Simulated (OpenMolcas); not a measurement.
# AlPNH4OF (SMILES [NH2][Al]([F])[PH]O) at 6 levels

Wanted: a comparison of 6 runs (HF/3-21G, HF/def2-SVP, B3LYP/6-31G*, B3LYP/def2-SVP, SVWN5/def2-SVP, MP2/def2-SVP) of AlPNH4OF. 

The results are computed with OpenMolcas 26.06.

1 further run of the same task is left out (set aside as unsound or not needed).

### 1 The structure to begin with

AlPNH4OF: 9 atoms, total charge 0, spin state singlet. SMILES: `[NH2][Al]([F])[PH]O`. The P4–H8 distance was set to 1.859 Å, away from the relaxed value.

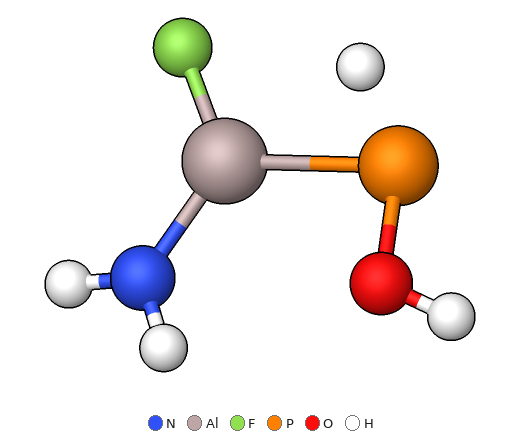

The structure, seen from a chosen angle (nitrogen blue, aluminium light grey, fluorine green, phosphorus orange, oxygen red, hydrogen white).

### 2 The energy at HF/3-21G (run 1)

Contents of calc.inp:

```
* AlFH4NOP Hartree-Fock
>>> EXPORT MOLCAS_PRINT=2
&GATEWAY
BasLib
$CurrDir
Coord
9
angstrom
N        1.585351       1.038830      -0.602416
Al       0.978551      -0.538670      -0.131416
F        2.001451      -1.643170       0.549384
P       -1.226549      -1.161870      -0.575016
O       -1.793749       0.385330      -0.888116
H        0.990051       1.756930      -0.982516
H        2.527851       1.373130      -0.489016
H       -1.643200      -1.310200       1.230300
H       -2.561949       0.327230      -1.461216
Basis
3-21G
Group
NoSym
&SEWARD
&SCF
Thresholds
1e-10 1e-07 1e-07 1e-05
PrOrbitals
1 2
```

The basis set 3-21G is read from a file made from the Basis Set Exchange's data (not shown).

Started as:

```sh
$ export MOLCAS_MEM=1860
$ pymolcas calc.inp > calc.log
```

The log of the run:

```text
--- Start Module: gateway ---
[...]
--- Stop Module: gateway /rc=_RC_ALL_IS_WELL_ ---
--- Start Module: seward ---
[...]
      Basis functions           61
--- Stop Module: seward /rc=_RC_ALL_IS_WELL_ ---
[...]
--- Start Module: scf ---
[...]
       Convergence after  16 Iterations
[...]
::    Total SCF energy                               -809.4974868104
[...]
      Total spin, S                                     0.0000000000
[...]
      Total electronic charge=   56.000000
      Total            charge=   -0.000000
[...]
      Dipole Moment (debye):
      Origin of the operator (angstrom)=    0.1735   -0.5304   -0.3178
                   X= -3.7600E-01               Y=  1.8644E+00               Z= -1.7644E+00           Total=  2.5943E+00
      Quadrupole Moment (debye*angstrom):
[...]
--- Stop Module: scf /rc=_RC_ALL_IS_WELL_ ---
[...]
```

Run time: 3.6 s. Hardware: 1 thread of AMD EPYC 7R43 (Zen 3), shared host; peak memory 0.4 GiB.

### 3 The energy at HF/def2-SVP (run 2)

Contents of coord.xyz:

```xyz
9

N      1.585351     1.038830    -0.602416
Al     0.978551    -0.538670    -0.131416
F      2.001451    -1.643170     0.549384
P     -1.226549    -1.161870    -0.575016
O     -1.793749     0.385330    -0.888116
H      0.990051     1.756930    -0.982516
H      2.527851     1.373130    -0.489016
H     -1.643200    -1.310200     1.230300
H     -2.561949     0.327230    -1.461216
```

Contents of run.inp:

```
* AlFH4NOP Hartree-Fock

&GATEWAY
 BasLib=$CurrDir
 Coord=coord.xyz
 Basis=def2-SVP
 Group=NoSym

&SEWARD

&SCF
 Thresholds=1e-10 1e-07 1e-07 1e-05
 PrOrbitals=1 1
```

The basis set def2-SVP is read from a file made from the Basis Set Exchange's data (not shown).

Started as:

```sh
$ export MOLCAS_MEM=1860
$ pymolcas run.inp > run.log
```

The log of the run:

```text
--- Start Module: gateway ---
[...]
--- Stop Module: gateway /rc=_RC_ALL_IS_WELL_ ---
--- Start Module: seward ---
[...]
      Basis functions           98
--- Stop Module: seward /rc=_RC_ALL_IS_WELL_ ---
[...]
--- Start Module: scf ---
[...]
       Convergence after  15 Iterations
[...]
::    Total SCF energy                               -813.4543406572
[...]
      Total spin, S                                     0.0000000000
[...]
      Total electronic charge=   56.000000
      Total            charge=   -0.000000
[...]
      Dipole Moment (debye):
      Origin of the operator (angstrom)=    0.1735   -0.5304   -0.3178
                   X= -5.4983E-01               Y=  1.7461E+00               Z= -1.8018E+00           Total=  2.5686E+00
      Quadrupole Moment (debye*angstrom):
[...]
--- Stop Module: scf /rc=_RC_ALL_IS_WELL_ ---
[...]
```

Run time: 13 s. Hardware: 1 thread of AMD EPYC 7R43 (Zen 3), shared host; peak memory 0.54 GiB.

Runs 3 to 5 aren't shown in full; the table further down has their settings and results.

### 4 The energy at MP2/def2-SVP (run 6)

Contents of job.inp:

```
>>> EXPORT MOLCAS_PRINT=2

&GATEWAY
 BasLib=$CurrDir
 Coord
 9
 angstrom
 N        1.585351       1.038830      -0.602416
 Al       0.978551      -0.538670      -0.131416
 F        2.001451      -1.643170       0.549384
 P       -1.226549      -1.161870      -0.575016
 O       -1.793749       0.385330      -0.888116
 H        0.990051       1.756930      -0.982516
 H        2.527851       1.373130      -0.489016
 H       -1.643200      -1.310200       1.230300
 H       -2.561949       0.327230      -1.461216
 Basis=def2-SVP
 Group=NoSym

&SEWARD

&SCF
 Thresholds=1e-10 1e-07 1e-07 1e-05
 PrOrbitals=1 2

&MBPT2
 Frozen=13
```

The basis set def2-SVP is read from a file made from the Basis Set Exchange's data (not shown).

Started as:

```sh
$ export MOLCAS_MEM=1860
$ pymolcas job.inp > job.log
```

The log of the run:

```text
--- Start Module: gateway ---
[...]
--- Stop Module: gateway /rc=_RC_ALL_IS_WELL_ ---
[...]
      Basis functions           98
[...]
--- Start Module: scf ---
[...]
       Convergence after  15 Iterations
[...]
::    Total SCF energy                               -813.4543406572
[...]
      Total spin, S                                     0.0000000000
[...]
      Total electronic charge=   56.000000
      Total            charge=   -0.000000
[...]
      Dipole Moment (debye):
      Origin of the operator (angstrom)=    0.1735   -0.5304   -0.3178
                   X= -5.4983E-01               Y=  1.7461E+00               Z= -1.8018E+00           Total=  2.5686E+00
      Quadrupole Moment (debye*angstrom):
[...]
--- Stop Module: scf /rc=_RC_ALL_IS_WELL_ ---
[...]
--- Start Module: mbpt2 ---
[...]
WARNING!
Default frozen orbitals as non valence orbitals is overwritten by user input.
Default values:  10
[...]
       Reference weight ( Cref**2 )         =        0.81870
::    Total MBPT2 energy                             -814.1742370706
[...]
      Total MBPT2 calculations                           0.49      0.58
--- Stop Module: mbpt2 /rc=_RC_ALL_IS_WELL_ ---
[...]
```

It took 13 s on 1 thread of AMD EPYC 7R43 (Zen 3), shared host; peak memory 0.54 GiB.

### 5 All runs side by side

| run | level | integration grid | frozen core orbitals | energy (Eh) | dipole moment (D) of the reference | HOMO energy (eV) | LUMO energy (eV) | wall time |
| --- | --- | --- | --- | --- | --- | --- | --- | --- |
| 1 | HF/3-21G | – | – | -809.497487 | 2.59 | -9.58 | 2.41 | 3.6 s |
| 2 | HF/def2-SVP | – | – | -813.454341 | 2.57 | -9.63 | 2.21 | 13 s |
| 3 | B3LYP/6-31G* (spherical functions) | UltraFine | – | -816.080319 | 2.76 | -6.63 | -1.01 | 26 s |
| 4 | B3LYP/def2-SVP | UltraFine | – | -815.771209 | 2.74 | -6.62 | -1.07 | 33 s |
| 5 | SVWN5/def2-SVP | UltraFine | – | -811.799872 | 2.86 | -5.72 | -1.77 | 23 s |
| 6 | MP2/def2-SVP | – | 13 | -814.174237 | 2.57 | -9.63 | 2.21 | 13 s |

### 6 Summary of results

```
                                           quantity          value
                                run 6: total energy  -814.17424 Eh
          run 6: dipole moment (mean-field density)         2.57 D
         run 6: HOMO energy (Hartree–Fock orbitals)       -9.63 eV
         run 6: LUMO energy (Hartree–Fock orbitals)        2.21 eV
       run 6: HOMO–LUMO gap (Hartree–Fock orbitals)       11.84 eV
run 6: correlation energy (13 core orbitals frozen)     -719.9 mEh
```

**Reading.** Over runs 1, 2, 3, 4, 5 the dipole moment (its size) runs from 2.57 D (HF/def2-SVP) to 2.86 D (SVWN5/def2-SVP). Over runs 1, 2, 3, 4, 5 the HOMO–LUMO gap runs from 3.95 eV (SVWN5/def2-SVP) to 11.98 eV (HF/3-21G). The two ends differ in method and basis. Totals of different functionals can't be ranked against each other. All runs together took 1.9 min, the longest 33 s.
